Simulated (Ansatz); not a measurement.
# doublet SnNH4Cl+ at 6 levels

We compute a comparison of 6 runs (UHF/3-21G, UHF/def2-SVP, U-r2SCAN/def2-SVP, U-revPBE/def2-SVP, U-wB97X/def2-SVP, UCCSD(T)/def2-SVP) of doublet SnNH4Cl+. 

Program for the calculation: Ansatz 0.2.0.

59 further runs of the same task are left out: 1 that didn't finish, 58 set aside as unsound or not needed.

**1. The structure to begin with**

The species is SnNH4Cl+ (7 atoms), meant as a doublet with charge +1. As SMILES of the parent species, `[NH2][SnH2][Cl]`. The shape is that of a PBE0-D4/def2-TZVP optimisation. This is one conformer, not always the lowest. That shape belongs to the parent species and isn't relaxed for this state.

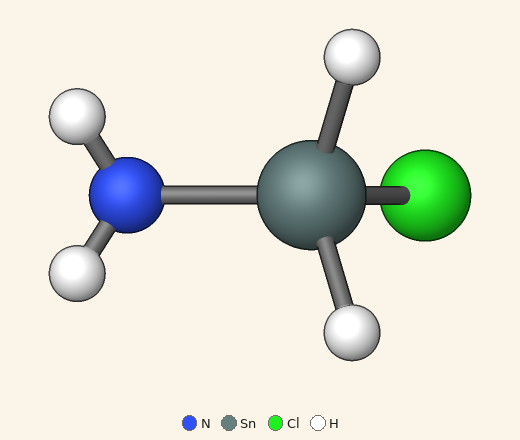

The structure, seen from a chosen angle (nitrogen blue, tin teal, chlorine green, hydrogen white).

**2. The energy at UHF/3-21G (run 1)**

The input, input.yaml:

```yaml
crystal:
  periodic: [false, false, false]
  atoms:
    - {symbol: N, position_ang: [-0.972800, -0.020100, -0.835200]}
    - {symbol: Sn, position_ang: [0.562300, 0.041400, 0.449100]}
    - {symbol: Cl, position_ang: [0.846400, -2.133500, 1.251000]}
    - {symbol: H, position_ang: [-1.803500, 0.485500, -0.566500]}
    - {symbol: H, position_ang: [-0.756400, 0.165200, -1.803000]}
    - {symbol: H, position_ang: [0.172800, 0.976800, 1.814600]}
    - {symbol: H, position_ang: [2.012400, 0.416800, -0.355700]}
basis:
  gaussian: {orbitals: 3-21G-spherical.json}
output: {orbitals: {seedname: orbitals}}
magnetization: {spin_polarized: true, initial_magnetization: 1}
accuracy: high
total_charge: 1
hamiltonian: {xc: hf}
```

The basis set 3-21G is read from a file made from the Basis Set Exchange's data (not shown).

Command:

```
$ ansatz run input.yaml --threads 1 --pin off --max-ram 3480MiB --events-out events.jsonl --progress --plain --runs-dir runs
```

The log of the run:

```text
Warning: RAYON_NUM_THREADS=1 ignored (pool sized by the plan → 1); use --threads N
Functional definition: HF
  name "HF"
  exchange = exact_x
  correlation = 0
1322 factors; integrals over basis functions are off by at most 9.1e-9 eV
mean field evaluation 1: about -177130.8218 eV, gradient 3.4e1 eV
mean field evaluation 2: about -177130.9682 eV, gradient 3.4e1 eV
mean field evaluation 4: about -177139.1366 eV, gradient 1.1e1 eV
mean field evaluation 8: about -177140.0366 eV, gradient 8.3e-1 eV
mean field evaluation 16: about -177140.0546 eV, gradient 2.0e-8 eV
mean field evaluation 32: about -177138.0777 eV, gradient 1.9e0 eV
mean field evaluation 64: about -177138.0453 eV, gradient 2.2e0 eV
mean field -177140.05463548 eV, -6509.7769380123 hartree, gradient 2.7e-8 eV, S^2 0.758342; 0 other end points of the search recorded, 0 dependent functions left out
reference -177140.05463548 eV, -6509.7769380123 hartree; 39, 38 occupied and 22, 23 virtual orbitals, 1322 factors
Total energy: -177140.05463548 eV, -6509.7769380123 hartree
```

Run time: 2 s. Hardware: 1 thread of AMD EPYC 9R45 (Zen 5), shared host; peak memory 0.32 GiB.

**3. The energy at UHF/def2-SVP (core potential) (run 2)**

The input, job.yaml:

```yaml
crystal:
  periodic: [false, false, false]
  atoms:
    - {symbol: N, position_ang: [-0.972800, -0.020100, -0.835200]}
    - {symbol: Sn, position_ang: [0.562300, 0.041400, 0.449100]}
    - {symbol: Cl, position_ang: [0.846400, -2.133500, 1.251000]}
    - {symbol: H, position_ang: [-1.803500, 0.485500, -0.566500]}
    - {symbol: H, position_ang: [-0.756400, 0.165200, -1.803000]}
    - {symbol: H, position_ang: [0.172800, 0.976800, 1.814600]}
    - {symbol: H, position_ang: [2.012400, 0.416800, -0.355700]}
basis:
  gaussian:
    orbitals: def2-SVP
total_charge: 1
magnetization:
  spin_polarized: true
  initial_magnetization: 1
hamiltonian:
  xc: hf
accuracy: high
output:
  orbitals: {seedname: orbitals}
```

Command:

```
$ ansatz run job.yaml --threads 1 --pin off --max-ram 3480MiB --events-out events.jsonl --progress --plain --runs-dir runs
```

The log of the run:

```text
Warning: RAYON_NUM_THREADS=1 ignored (pool sized by the plan → 1); use --threads N
Functional definition: HF
  name "HF"
  exchange = exact_x
  correlation = 0
1810 factors; integrals over basis functions are off by at most 3.6e-9 eV
mean field evaluation 1: about -19831.6060 eV, gradient 3.6e1 eV
mean field evaluation 2: about -19831.7019 eV, gradient 3.6e1 eV
mean field evaluation 4: about -19840.2364 eV, gradient 1.2e1 eV
mean field evaluation 8: about -19841.2590 eV, gradient 5.0e-1 eV
mean field evaluation 16: about -19841.2648 eV, gradient 3.4e-6 eV
mean field evaluation 32: about -19839.6684 eV, gradient 4.9e-1 eV
mean field evaluation 64: about -19838.8986 eV, gradient 4.0e0 eV
mean field evaluation 96: about -19831.6307 eV, gradient 1.1e1 eV
mean field -19841.26477922 eV, -729.1530317441 hartree, gradient 7.4e-8 eV, S^2 0.759470; 0 other end points of the search recorded, 0 dependent functions left out
reference -19841.26477922 eV, -729.1530317441 hartree; 25, 24 occupied and 53, 54 virtual orbitals, 1810 factors
Total energy: -19841.26477922 eV, -729.1530317441 hartree
```

Wall time 2.9 s (1 thread of AMD EPYC 9R45 (Zen 5), shared host); peak memory 0.41 GiB.

Run 3 isn't shown in full; the table further down has it.

**4. The energy at U-revPBE/def2-SVP (core potential) (run 4)**

The input, in.yaml:

```yaml
crystal:
  periodic: [false, false, false]
  atoms:
    - {symbol: "N", position_ang: [-0.972800, -0.020100, -0.835200]}
    - {symbol: Sn, position_ang: [0.562300, 0.041400, 0.449100]}
    - {symbol: Cl, position_ang: [0.846400, -2.133500, 1.251000]}
    - {symbol: H, position_ang: [-1.803500, 0.485500, -0.566500]}
    - {symbol: H, position_ang: [-0.756400, 0.165200, -1.803000]}
    - {symbol: H, position_ang: [0.172800, 0.976800, 1.814600]}
    - {symbol: H, position_ang: [2.012400, 0.416800, -0.355700]}
basis:
  gaussian:
    orbitals: def2-SVP
total_charge: 1
magnetization:
  spin_polarized: true
  initial_magnetization: 1
hamiltonian:
  xc: {name: revPBE}
accuracy: high
output:
  orbitals: {seedname: orbitals}
```

Command:

```
$ ansatz run in.yaml --threads 1 --pin off --max-ram 3480MiB --events-out events.jsonl --progress --plain --runs-dir runs
```

The log of the run, shortened:

```text
Warning: RAYON_NUM_THREADS=1 ignored (pool sized by the plan → 1); use --threads N
Functional definition: revPBE
  name "revPBE"
[...]
1810 factors; integrals over basis functions are off by at most 3.6e-9 eV
[...]
mean field -19893.83536719 eV, -731.0849652184 hartree, gradient 8.3e-8 eV, S^2 0.754275; 16 other end points of the search recorded, 0 dependent functions left out
reference -19893.83537168 eV, -731.0849653833 hartree; 25, 24 occupied and 53, 54 virtual orbitals, 1810 factors
Total energy: -19893.83537168 eV, -731.0849653833 hartree
```

Wall time 12 s (1 thread of AMD EPYC 9R45 (Zen 5), shared host); peak memory 0.28 GiB.

Run 5 isn't shown in full; the table further down has it.

**5. A single-point energy at UCCSD(T)/def2-SVP (core potential) (run 6)**

Changes to input.yaml since step 2:

```diff
@@ -1 +1,3 @@
+basis:
+  gaussian: {orbitals: def2-SVP}
 crystal:
@@ -10,8 +12,6 @@
     - {symbol: H, position_ang: [2.012400, 0.416800, -0.355700]}
-basis:
-  gaussian: {orbitals: 3-21G-spherical.json}
-output: {orbitals: {seedname: orbitals}}
+total_charge: 1
 magnetization: {spin_polarized: true, initial_magnetization: 1}
+correlation: {method: ccsd_t, frozen_orbitals: {Cl: 5, H: 0, "N": 1, Sn: 4}}
 accuracy: high
-total_charge: 1
-hamiltonian: {xc: hf}
+scf: {omitted_lower_state_checks: [cluster_reference, increment]}
```

Command:

```
$ ansatz run input.yaml --threads 1 --pin off --max-ram 3480MiB --events-out events.jsonl --progress --plain --runs-dir runs
```

The log of the run:

```text
Warning: RAYON_NUM_THREADS=1 ignored (pool sized by the plan → 1); use --threads N
[... 14 lines left out ...]
10 core orbitals not correlated: weight in the atoms' cores, before any rotation towards them, 1.000 or more for the frozen orbitals, at most 0.000 for the correlated occupied ones
[... 32 lines left out ...]
Total energy: -19853.03427138 eV, -729.5855526031 hartree
Checks for a lower state left out: cluster_reference, increment
```

It took 31 s on 1 thread of AMD EPYC 9R45 (Zen 5), shared host; peak memory 0.72 GiB.

**6. The series**

```
run                               level  core potential  frozen core orbitals   energy (Eh)  HOMO energy (eV)  LUMO energy (eV)   ⟨S²⟩  wall time
  1                           UHF/3-21G            none                     –  -6509.776938            -16.33             -6.54  0.758        2 s
  2       UHF/def2-SVP (core potential)        def2-SVP                     –   -729.153032            -16.24             -6.49  0.759      2.9 s
  3  U-r2SCAN/def2-SVP (core potential)        def2-SVP                     –   -731.157320            -12.53            -12.50  0.758       35 s
  4  U-revPBE/def2-SVP (core potential)        def2-SVP                     –   -731.084965            -12.51                 –  0.754       12 s
  5   U-wB97X/def2-SVP (core potential)        def2-SVP                     –   -731.157187            -15.52             -9.78  0.755       23 s
  6  UCCSD(T)/def2-SVP (core potential)        def2-SVP                    10   -729.585553                 –                 –  0.759       31 s
```

**7. Summary of results**

| quantity | value |
| --- | --- |
| run 6: total energy | -729.58555 Eh |
| run 6: correlation energy (10 core orbitals frozen) | -432.5 mEh |
| run 6: (T) correction | -9.94 mEh |
| run 6: ⟨S²⟩ of the reference determinant | 0.759 |
| run 6: T1 diagnostic | 0.016 |

Totals of different functionals can't be ranked against each other. Some runs of one species differ in core potentials or relativity; totals across that change don't compare. In run 1 relativity is left out where basis or elements ask for it. All runs together took 1.8 min, the longest 35 s.
